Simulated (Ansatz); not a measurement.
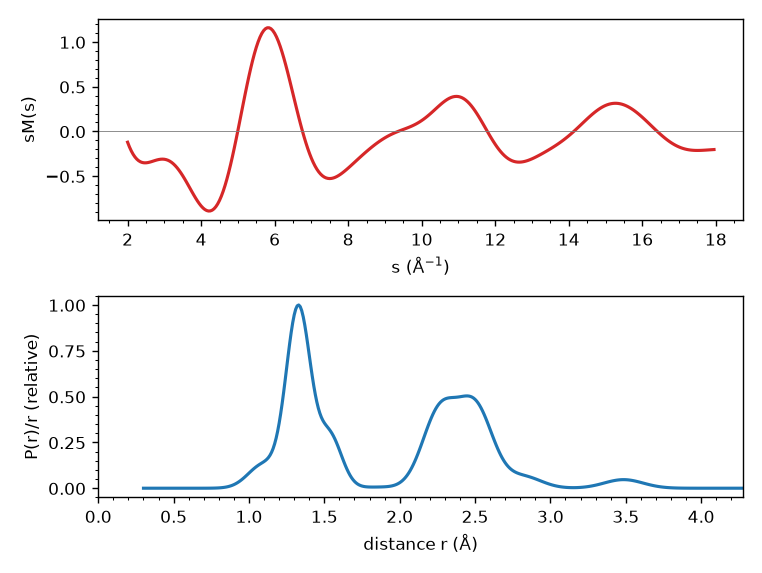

Simulated gas electron diffraction: reduced molecular intensity sM(s) from the Debye equation in the first Born approximation (top) and the radial distribution curve (bottom) of CH2BF2 (spin multiplicity 2). Each pair of atoms contributes with weight ZᵢZⱼ/r; damping constant 0.002 Å²; vibrational amplitudes assumed, not computed: 0.05 Å for bonds, 0.078 Å for bonds to H, 0.06 + 0.015 r up to 0.15 Å for other pairs. The geometry is the end point of an optimisation (UKS B3LYP-D4/def2-SVP (Ansatz)); it may be a saddle point or a higher isomer.

Question: Assign the first 3 clear peaks of the radial distribution curve (– bonded, ··· not bonded).

Answer: Peak 1, 1.33 Å: F–B 1.33 Å (×2); in its flanks C–H 1.09 Å, C–B 1.54 Å
Peak 2, 2.45 Å: F···F 2.26 Å, F···C 2.50 Å (×2), not resolved
Peak 3, 3.49 Å: F···H 3.49 Å (×2)
